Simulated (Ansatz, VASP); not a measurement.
**Cross-check of BaY2C2 between VASP and Ansatz**

Aim: how closely do two programs agree when they are given the same cell, functional and k mesh? The cell is invented: As first built, before any earlier steps moved the atoms: it takes the BaAl2Si2 structure with some of its atoms replaced by other elements, volume scaled by an estimate. It may not be a known or stable phase. The cell comes out of the VASP series on this material, whose earlier steps may have relaxed, scaled or displaced it; both programs get it as it stands.

Main program and level: Ansatz 0.2.0; plane waves, with VASP 6.6.1 beside it; relaxation of cell and atoms at PBE.

## Step 1: Set-up

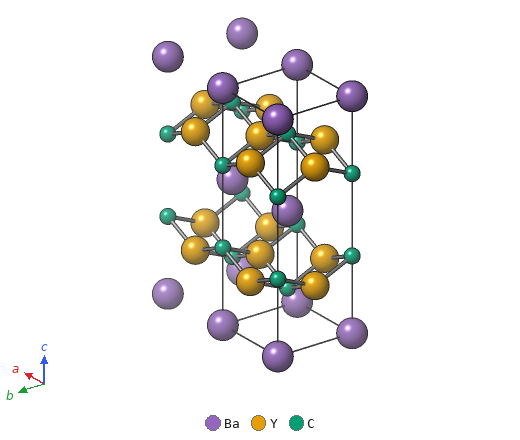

Start, viewed from a free direction; barium purple, yttrium orange, carbon teal. 2×1×1 cells are drawn. This picture shows the conventional cell, with its axes. Some periodic images of atoms are drawn too.

Coordinates:

```xyz
5
Lattice="-2.2615 2.2615 6.3982 2.2615 -2.2615 6.3982 2.2615 2.2615 -6.3982" Properties=species:S:1:pos:R:3 pbc="T T T"
Ba    0.0000    0.0000    0.0000
Y     2.2615    0.0000    3.1991
Y     0.0000    2.2615    3.1991
C     0.0000    0.0000    4.1748
C     0.0000    0.0000    8.6217
```

## Step 2: VASP: relaxation of cell and atoms, PBE

The relaxed volume is the usual yardstick between codes: its relative difference is about their pressure difference at one cell divided by the bulk modulus.

Lines of VASP's logs that name or quote its potential files are left out, and so is its time.

INCAR reads:

```
SYSTEM = BaY2C2
PREC = Accurate
ENCUT = 560
EDIFF = 1E-06
NELM = 100
ISMEAR = -1
SIGMA = 0.05
LREAL = .FALSE.
ALGO = Normal
GGA = PE
NBANDS = 26
LORBIT = 11
LWAVE = .FALSE.
LCHARG = .FALSE.
KPAR = 2
IBRION = 2
NSW = 60
ISIF = 3
EDIFFG = -0.01
```

POSCAR reads:

```
BaY2C2
1.0
   -2.2615156676      2.2615156676      6.3982436359
    2.2615156676     -2.2615156676      6.3982436359
    2.2615156676      2.2615156676     -6.3982436359
Ba Y C
1 2 2
Direct
    0.0000000000      0.0000000000      0.0000000000
    0.2500000000      0.7500000000      0.5000000000
    0.7500000000      0.2500000000      0.5000000000
    0.3262436097      0.3262436097      0.0000000000
    0.6737563903      0.6737563903      0.0000000000
```

KPOINTS reads:

```
Automatic mesh
0
Gamma
8 8 8
0 0 0
```

The projector-augmented-wave data sets are Ba_sv, Y_sv and C (PBE family, release 64).

Command:

```bash
$ mpirun -np 2 vasp_std
```

Numbers of over 12 decimals in the logs are rounded to 6 here.

The log of the run:

```text
[banner, memory and clock lines left out]
running    2 mpi-ranks, on    1 nodes
 distrk:  each k-point on    1 cores,    2 groups
 distr:  one band on    1 cores,    1 groups

 POSCAR found type information on POSCAR BaY C
 POSCAR found :  3 types and       5 ions
 LDA part: xc-table for (Slater+PW92), standard interpolation
 POSCAR, INCAR and KPOINTS ok, starting setup
 FFT: planning ... GRIDC
 FFT: planning ... GRID_SOFT
 FFT: planning ... GRID
 WAVECAR not read
 entering main loop
       N       E                     dE             d eps       ncg     rms          rms(c)
DAV:   1     0.240494926359E+03    0.24049E+03   -0.20166E+04  3068   0.150E+03
DAV:   2    -0.171181236538E+02   -0.25761E+03   -0.25202E+03  3920   0.328E+02
DAV:   3    -0.393176005914E+02   -0.22199E+02   -0.22103E+02  5016   0.713E+01
DAV:   4    -0.403166839266E+02   -0.99908E+00   -0.99720E+00  4712   0.143E+01
DAV:   5    -0.403436155355E+02   -0.26932E-01   -0.26926E-01  4504   0.205E+00    0.478E+01
DAV:   6    -0.324949094579E+02    0.78487E+01   -0.85345E+01  3364   0.247E+01    0.439E+01
DAV:   7    -0.317394091258E+02    0.75550E+00   -0.83371E+00  3662   0.959E+00    0.289E+01
DAV:   8    -0.317384665465E+02    0.94258E-03   -0.13285E+00  4166   0.481E+00    0.800E+00
DAV:   9    -0.316959491984E+02    0.42517E-01   -0.23555E-01  4306   0.172E+00    0.124E+00
DAV:  10    -0.316980401613E+02   -0.20910E-02   -0.24747E-02  4436   0.586E-01    0.537E-01
DAV:  11    -0.316978357436E+02    0.20442E-03   -0.64385E-03  3926   0.286E-01    0.149E-01
DAV:  12    -0.316979790811E+02   -0.14334E-03   -0.66595E-04  3820   0.150E-01    0.136E-01
DAV:  13    -0.316979749014E+02    0.41796E-05   -0.88809E-05  4670   0.386E-02    0.500E-02
DAV:  14    -0.316979790834E+02   -0.41820E-05   -0.20640E-05  3690   0.241E-02    0.722E-03
DAV:  15    -0.316979802498E+02   -0.11664E-05   -0.26762E-06  3032   0.857E-03    0.459E-03
DAV:  16    -0.316979798858E+02    0.36395E-06   -0.82722E-07  1968   0.490E-03
   1 F= -.31697980E+02 E0= -.31697716E+02  d E =-.316980E+02
[...]
2 F= -.31698203E+02 E0= -.31697928E+02  d E =-.223130E-03
[...]
3 F= -.31698203E+02 E0= -.31697927E+02  d E =-.222736E-03
[...]
4 F= -.31698416E+02 E0= -.31698140E+02  d E =-.213299E-03
 trial-energy change:   -0.000213  1 .order   -0.000213   -0.000249   -0.000176
 step:   2.9623(harm=  2.9623)  dis= 0.00959  next Energy=   -31.698626 (dE=-0.424E-03)
 bond charge predicted
       N       E                     dE             d eps       ncg     rms          rms(c)
DAV:   1    -0.317004085744E+02   -0.19931E-02   -0.22919E-01  3068   0.254E+00    0.322E-01
DAV:   2    -0.316991374565E+02    0.12711E-02   -0.80073E-03  4114   0.398E-01    0.198E-01
DAV:   3    -0.316986230087E+02    0.51445E-03   -0.20621E-03  4284   0.199E-01    0.107E-01
DAV:   4    -0.316985916762E+02    0.31333E-04   -0.45819E-04  4484   0.793E-02    0.843E-02
DAV:   5    -0.316986158121E+02   -0.24136E-04   -0.43247E-05  4812   0.241E-02    0.321E-02
DAV:   6    -0.316986269648E+02   -0.11153E-04   -0.80512E-05  4684   0.317E-02    0.108E-02
DAV:   7    -0.316986285088E+02   -0.15440E-05   -0.58027E-06  3536   0.117E-02    0.832E-03
DAV:   8    -0.316986307568E+02   -0.22480E-05   -0.96254E-07  1876   0.588E-03    0.735E-04
DAV:   9    -0.316986308639E+02   -0.10704E-06   -0.36223E-07  1644   0.274E-03
   5 F= -.31698631E+02 E0= -.31698353E+02  d E =-.428242E-03
 curvature:  -2.53 expect dE=-0.313E-04 dE for cont linesearch -0.135E-06
 trial: gam= 0.00594 g(F)=  0.144E-05 g(S)=  0.109E-04 ort = 0.510E-05 (trialstep = 0.129E+01)
 search vector abs. value=  0.124E-04
 reached required accuracy - stopping structural energy minimisation
```

From OUTCAR (step 2):

```text
ion  position               nearest neighbor table
   1  0.000  0.000  0.000-   2 3.92   3 3.92   2 3.92   3 3.92   3 3.92   2 3.92   3 3.92   2 3.92

  LATTYP: Found a body centered tetragonal cell.
 ALAT       =     4.5230313352
 C/A-ratio  =     2.8291838644

 Subroutine GETGRP returns: Found 16 space group operations
 (whereof 16 operations were pure point group operations)

The static configuration has the point symmetry D_4h.

 Found     59 irreducible k-points:

   k-points           NKPTS =     59   k-points in BZ     NKDIM =     59   number of bands    NBANDS=     26

   dimension x,y,z NGX =    56 NGY =   56 NGZ =   56
   dimension x,y,z NGXF=   112 NGYF=  112 NGZF=  112

   ENCUT  =  560.0 eV  41.16 Ry    6.42 a.u.  13.80 13.80 13.80*2*pi/ulx,y,z

   NELECT =      40.0000    total number of electrons

 k-points in reciprocal lattice and weights: Automatic mesh
   0.00000000  0.00000000  0.00000000       0.002
   0.12500000 -0.00000000  0.00000000       0.016
   0.25000000 -0.00000000  0.00000000       0.016
   0.37500000  0.00000000  0.00000000       0.016
   0.50000000 -0.00000000  0.00000000       0.008
   0.12500000  0.12500000  0.00000000       0.016
   0.25000000  0.12500000  0.00000000       0.031
   0.37500000  0.12500000 -0.00000000       0.031
   0.50000000  0.12500000  0.00000000       0.031
[...]
-0.37500000 -0.37500000  0.37500000       0.004
   0.50000000  0.50000000  0.50000000       0.002

 average (electrostatic) potential at core
       1 -38.4848       2 -36.9600       3 -36.9600       4 -50.8676       5 -50.8676

 E-fermi :   2.7820

 k-point     1 :       0.0000    0.0000    0.0000
  band No.  band energies     occupation
    ...
     16       1.0473      2.00000
     17       1.3161      2.00000
     18       1.3161      2.00000
     19       2.4525      1.99726
     20       2.4525      1.99726
     21       3.0459      0.01015
     22       3.0479      0.00977
     23       3.5595      0.00000
     24       4.8474      0.00000
     25       5.4205      0.00000
    ...

 k-point     2 :       0.1250   -0.0000    0.0000
  band No.  band energies     occupation
    ...
     16       0.9362      2.00000
     17       1.1588      2.00000
     18       1.3079      2.00000
     19       2.3428      1.99969
     20       2.4162      1.99867
     21       3.2166      0.00034
     22       3.4979      0.00000
     23       3.6612      0.00000
     24       4.8770      0.00000
     25       5.0945      0.00000
    ...

 k-point     3 :       0.2500   -0.0000    0.0000
  band No.  band energies     occupation
    ...
     16       0.7777      2.00000
     17       1.2016      2.00000
     18       1.3366      2.00000
     19       2.0412      2.00000
     20       2.2797      1.99991
     21       3.6416      0.00000
     22       3.8563      0.00000
     23       4.0730      0.00000
     24       4.6584      0.00000
     25       5.1428      0.00000
    ...

  Total       -0.0047083     -0.0047083      0.0330010      0.0000000      0.0000000      0.0000000
  in kB       -0.0580082     -0.0580082      0.4065824      0.0000000      0.0000000      0.0000000
  external PRESSURE =       0.0968553 kB  Pullay stress =       0.0000000 kB

  energy-cutoff  :      560.00
  volume of cell :      130.04
      direct lattice vectors                 reciprocal lattice vectors
    -2.257427053  2.257427053  6.379724802     0.000000000  0.221491099  0.078373287
     2.257427053 -2.257427053  6.379724802     0.221491099  0.000000000  0.078373287
     2.257427053  2.257427053 -6.379724802     0.221491099  0.221491099  0.000000000

 POSITION                                       TOTAL-FORCE (eV/Angst)
 -----------------------------------------------------------------------------------
      2.25743      2.25743     -6.37972        -0.000000     -0.000000     -0.000000
      2.25743      0.00000      3.18986        -0.000000     -0.000000      0.000000
      0.00000      2.25743      3.18986        -0.000000     -0.000000      0.000000
      0.00000      0.00000      4.17371         0.000000      0.000000      0.003857
      0.00000      0.00000      8.58574         0.000000      0.000000     -0.003857
 -----------------------------------------------------------------------------------
    total drift:                               -0.000000     -0.000000      0.000000

  FREE ENERGIE OF THE ION-ELECTRON SYSTEM (eV)
  ---------------------------------------------------
  free  energy   TOTEN  =       -31.6986308639 eV

  energy  without entropy=      -31.6980750224  energy(sigma->0) =      -31.69835294

 reached required accuracy - stopping structural energy minimisation

 total charge
# of ion       s       p       d       f       tot
--------------------------------------------------
    1        2.024   5.580   0.244   0.000   7.848
    2        2.245   6.504   1.098   0.054   9.902
    3        2.245   6.504   1.098   0.054   9.902
    4        0.886   1.341   0.000   0.000   2.226
    5        0.886   1.341   0.000   0.000   2.226
--------------------------------------------------
tot          8.286  21.270   2.440   0.109  32.104

[... 3 further parts left out ...]
```

## Step 3: Ansatz: relaxation of cell and atoms, PBE

Ansatz runs on its default PAW (the set named soft_2) files.

The same cell, functional, mesh and smearing now go to Ansatz, which takes its cutoff from its data sets.

input.yaml reads:

```yaml
crystal:
  lattice:
    - [-2.2615156676, 2.2615156676, 6.3982436359]
    - [2.2615156676, -2.2615156676, 6.3982436359]
    - [2.2615156676, 2.2615156676, -6.3982436359]
  atoms:
    - { symbol: Ba, position: [0.0, 0.0, 0.0] }
    - { symbol: "Y", position: [0.25, 0.75, 0.5] }
    - { symbol: "Y", position: [0.75, 0.25, 0.5] }
    - { symbol: C, position: [0.3262436097, 0.3262436097, 0.0] }
    - { symbol: C, position: [0.6737563903, 0.6737563903, 0.0] }
hamiltonian:
  xc: pbe
  pseudopotentials: { kind: paw }
kpoints:
  mp_grid: { grid: [8, 8, 8] }
scf:
  occupations: { method: fermi_dirac, width: 0.05 }
relax:
  f_tol: 0.01
  max_steps: 60
  cell: { stress_tol: 0.05 }
output:
  forces: true
  stress: true
```

Command:

```bash
$ ansatz run input.yaml --threads 4 --pin off --max-ram 9216MiB --backend cpu --events-out ev --progress --plain --runs-dir out
```

The log of the run:

```text
basis.fft_grid_basis auto: the FFT boxes are laid along the combinations [[1, 0, 1], [0, 1, 1], [0, 0, 1]] of the cell's own vectors, 4.523, 4.523 and 7.153 Å long. The dense box has 32×32×48 points. Along the cell's own vectors, as sized, it would have 48×48×48, 2.25 times as many. Of the 16 symmetry operations that the crystal satisfies within crystal.symmetry.tolerance (time reversal apart; of a slab, those that k [...]
Engine: ansatz 0.2.0, aarch64-unknown-linux-gnu
Pseudopotentials: kind: paw
Pseudopotential: Ba, paw, valence charge 10, recommended cutoff 420 eV (normal), Ba.paw.azcp
Pseudopotential: Y, paw, valence charge 11, recommended cutoff 420 eV (normal), Y.paw.azcp
Pseudopotential: C, paw, valence charge 4, recommended cutoff 420 eV (normal), C.paw.azcp
Functional definition: PBE
  parameter kappa = 0.804
  parameter beta = 0.066725
  exchange = pbe_x(kappa = kappa, mu = beta*pi^2/3)
  correlation = pbe_c(beta = beta)
Crystal: 5 atoms, lattice volume = 130.894 Å³
Basis set: ecut = 420 eV, 2549 PW (Γ), FFT grids on a1+a3, a2+a3, a3, exchange–correlation on 64×64×96 points (8 copies of the dense FFT grid, shifted against one another)
Bands: 25, of which v1, the nominal top of the filled ones, is band 20 counted from 1 (19 counted from 0)
Symmetry: 16 space group operations
Space group: I4/mmm (ITA 139), of the structure as read, at distance tolerance 5.1e-5 Å
k-points: 59 of 512
Non-local potential: Ba, projectors of the file, l = 0: 3, l = 1: 2, l = 2: 2, l = 3: 2
Non-local potential: Y, projectors of the file, l = 0: 3, l = 1: 2, l = 2: 2, l = 3: 1
Non-local potential: C, projectors of the file, l = 0: 2, l = 1: 2, l = 2: 1
PAW form: soft (Blöchl's): semilocal exchange-correlation on the pseudo side does not see the compensation charge
PAW one-centre angular grid: Ba, 194 points (default); XC on 64 Gauss nodes
PAW one-centre angular grid: Y, 590 points (default); XC on 64 Gauss nodes
PAW one-centre angular grid: C, 110 points (default); XC on 64 Gauss nodes
Initial density: superposition of atomic densities (neutral atoms: chi_scale 0, normalization atom), corrected by the library's trained network
Initial wavefunctions: pseudopotential atomic-orbital guess
Functional: x = pbe(κ = 0.804, μ = 0.219515), c = pbe(β = 0.066725)
SCF iter   1: F=—  HF=-14147.261815 eV  |F-HF|=—  |Δ(HF+E_count)|=         —  Δρ=7.00e-3  dr2=9.83e-2  ethr=1.77e-3  ⟨swp⟩=8.3  Hψ=8121  notcnv=0
preconditioner: auto → Resta (q_TF=auto, 2.239 Å⁻¹)  ε∞=4.9  [insulator: Δε(μ)=0.502 eV  Ē_g=7.670 eV  σ=0.050 eV  W_gap=0.98  n_scr=32 (ndim 8)  ℏωp=15.2 eV  f_vac=0.000  D(μ)=0.01/eV (n_scr^D=0)  ε∞_Penn≈4.9]
SCF iter   2: F=—  HF=-14147.252139 eV  |F-HF|=—  |Δ(HF+E_count)|=   9.68e-3  Δρ=3.74e-3  dr2=2.59e-2  ethr=2.46e-4  ⟨swp⟩=2.1  Hψ=2716  notcnv=0
SCF iter   3: F=—  HF=-14147.249142 eV  |F-HF|=—  |Δ(HF+E_count)|=   3.00e-3  Δρ=1.80e-3  dr2=3.96e-3  ethr=6.49e-5  ⟨swp⟩=2.0  Hψ=1822  notcnv=0
SCF iter   4: F=—  HF=-14147.249170 eV  |F-HF|=—  |Δ(HF+E_count)|=   2.89e-5  Δρ=2.73e-4  dr2=2.88e-4  ethr=9.90e-6  ⟨swp⟩=2.1  Hψ=1884  notcnv=0
SCF iter   5: F=—  HF=-14147.249169 eV  |F-HF|=—  |Δ(HF+E_count)|=   1.85e-6  Δρ=1.02e-4  dr2=2.32e-5  ethr=7.19e-7  ⟨swp⟩=2.0  Hψ=1847  notcnv=0
SCF iter   6: F=—  HF=-14147.249181 eV  |F-HF|=—  |Δ(HF+E_count)|=   1.19e-5  Δρ=3.64e-5  dr2=4.70e-6  ethr=5.80e-8  ⟨swp⟩=2.0  Hψ=2266  notcnv=0
SCF iter   7: F=—  HF=-14147.249181 eV  |F-HF|=—  |Δ(HF+E_count)|=   4.50e-7  Δρ=9.24e-6  dr2=2.99e-7  ethr=1.18e-8  ⟨swp⟩=2.0  Hψ=1894  notcnv=0
SCF iter   8: F=-14147.249181 eV  HF=-14147.249181 eV  |F-HF|=1.96e-9  |Δ(HF+E_count)|=   7.60e-8  Δρ=1.73e-6  dr2=8.34e-9  ethr=2.50e-10  ⟨swp⟩=4.3  Hψ=5325  notcnv=0
SCF 1 converged in 8 iterations: F = -14147.249181 eV  dr2 = 8.34e-9
  greatest PAW one-centre occupation: 0.993 electrons in one spin orbital (limit 2), on the Y atom at site 2 (counted from 0), in its partial waves of l = 0
relax step   1: F+E_penalty+E_count = -14147.24918110 eV  Δ(F+E_penalty+E_count) = +0.000e0 eV  max|allowed force component| = 3.620e-2 eV/Å  Δτ_max = 0.0000 Å  P = -0.175 GPa  Ω = 130.894 Å³  (8 SCF iters, dr2 threshold 1.00e-7 eV, accepted)
[...]
relax step   2: F+E_penalty+E_count = -14147.25071622 eV  Δ(F+E_penalty+E_count) = -1.535e-3 eV  max|allowed force component| = 4.250e-2 eV/Å  Δτ_max = 0.0221 Å  P = -0.108 GPa  Ω = 129.698 Å³  energy of the carried Pulay correction = +5.539e-4 eV  (6 SCF iters, dr2 threshold 1.60e-7 eV, accepted)
[...]
relax step   3: F+E_penalty+E_count = -14147.25098734 eV  Δ(F+E_penalty+E_count) = -2.711e-4 eV  max|allowed force component| = 6.594e-4 eV/Å  Δτ_max = 0.0070 Å  P = +0.009 GPa  Ω = 129.728 Å³  energy of the carried Pulay correction = +5.397e-4 eV  (5 SCF iters, dr2 threshold 1.13e-7 eV, accepted)
[...]
relax step   4: F+E_penalty+E_count = -14147.25046972 eV  Δ(F+E_penalty+E_count) = +5.176e-4 eV  max|allowed force component| = 6.669e-4 eV/Å  Δτ_max = 0.0000 Å  P = +0.003 GPa  Ω = 129.728 Å³  stress off target by 3.17e-2 GPa  SCF on the basis re-selected at this cell (its energy is not comparable with the rows above)  (6 SCF iters)
basis re-selected at this cell: Δ(F+E_penalty+E_count) = +5.176e-4 eV, ΔP = -0.006 GPa vs the last step (what re-selecting the basis moved, of the pressure what is left beyond the Pulay correction that the steps carried, after the strain that the cell walked since its last selection, with what the two solves' SCF thresholds leave and, on support functions, any second-order correction that the steps lacked; it is no m [...]
SCF converged after 6 iterations
Free energy (F): -14147.250470 eV
Harris-Foulkes:  -14147.250470 eV  (|F-HF|=5.46e-12)
Internal energy: -14147.249961 eV  (E = F + TS)
E sigma→0 (E₀):  -14147.250215 eV
Entropy (-TS):   -0.000509 eV (-0.102 meV/atom)
Fermi energy:    8.328771 eV
--- Per-component energies (eV) ---
  E_band       = -288.757982
  E_kinetic    = 948.662057
  E_local      = -2198.864507  (includes V_loc(G=0)·N_el)
  E_nonlocal   = 209.945820
  E_hartree    = 778.299303
  E_xc         = -610.039761
  E_vxc        = -651.695825  (∫ρ·V_xc dr)
  E_paw        = -11073.227670  (= ΣΔE_a)
  E_vpaw       = -153.404164  (= ΣTr[D̂ρ^β])
  E_aug_tail   = 0.000013  (compensation charges beyond the density's cutoff)
  E_ewald      = -2202.025217
  E_smearing   = -0.000509  (= −TS)
  E_closure    = 0.000000  (closes the sum)
  Σ components = -14147.250470   (vs F -14147.250470, Δ=0.00e0)
--- Forces (eV/Å), atoms counted from 1 ---
  atom   1  Ba    -0.00000000     0.00000000     0.00000000
  atom   2  Y     -0.00000000    -0.00000000     0.00000000
  atom   3  Y     -0.00000000    -0.00000000     0.00000000
  atom   4  C      0.00000000     0.00000000     0.00066688
  atom   5  C      0.00000000     0.00000000    -0.00066688
  max |Σ_I F_I| component: 4.77e-18 eV/Å
--- Stress (GPa, compression-positive) ---
        0.020912       0.000000       0.000000
        0.000000       0.020912      -0.000000
        0.000000       0.000000      -0.031657
  P = ⅓ Tr σ = 0.0034 GPa (0.034 kbar)
--- Relaxed structure (3 steps of the walk, 3 accepted, 1 SCFs on fresh bases) ---
  F+E_penalty+E_count = -14147.25046972 eV   max|allowed force component| = 6.669e-4 eV/Å   (the final SCF, on the basis selected at the relaxed cell)
  cell:  # Å, volume = 129.7281 Å³
    - [-2.256484, 2.256484, 6.369563]
    - [2.256484, -2.256484, 6.369563]
    - [2.256484, 2.256484, -6.369563]
  atoms:
    - { symbol: Ba, position: [2.1689995876286065e-19, 2.1689995876286065e-19, 0] }
    - { symbol: Y, position: [0.250000, 0.75, 0.500000] }
    - { symbol: Y, position: [0.75, 0.250000, 0.500000] }
    - { symbol: C, position: [0.327425, 0.327425, 0] }
    - { symbol: C, position: [0.672575, 0.672575, 0] }
```

Wall time 10 s (4 threads of Arm Neoverse V2, shared host); peak memory 0.47 GiB.

## Step 4: Comparison

Known differences besides the PAW data sets themselves: both relaxations stop at a tolerance, which leaves soft axes loose, and VASP keeps its plane-wave basis; the cutoff is 420 eV in Ansatz and 560 eV in VASP; VASP leaves aspherical gradient terms in its spheres out (LASPH is not set), Ansatz keeps them; Ansatz adds a Pulay correction to the stress that steers its cell, VASP none. Total energies have different zeros and are not compared.

The two programs side by side:

| quantity | Ansatz | VASP | difference |
| --- | --- | --- | --- |
| volume (Å³) | 129.73 | 130.04 | -0.24 % |
| edge a after relaxation, in the typed setting (Å) | 7.124 | 7.134 | -0.14 % |

The walks stopped with 0.00 GPa left in Ansatz and 0.01 GPa in VASP; each walk ends within a tolerance, so the volume difference is uncertain by about these residues over the bulk modulus, most in soft cells.

## Step 5: Summary of results

```
difference in volume (relaxation of cell and atoms, PBE) : -0.24 %
```

The difference in volume is -0.24 % (relaxation of cell and atoms, PBE), within the 1.2 % picked in this series as the mark of a large difference, as far as the stopping tolerances let one tell. Differences of this kind measure data sets and numerical settings, not the functional's error against experiment.

[Lines on the potential files, build, host, timing and source positions are cut from VASP's logs without a mark.]

[Logs are printed without paths, hosts, clocks, repeated set-up lines and the standing remarks that a program may print on its own settings, such as how far it seeks lower states.]

[Hosts, paths, dates, database ids (printed as entryN), source tags and the programs' standing remarks are cut or masked in the printed files.]
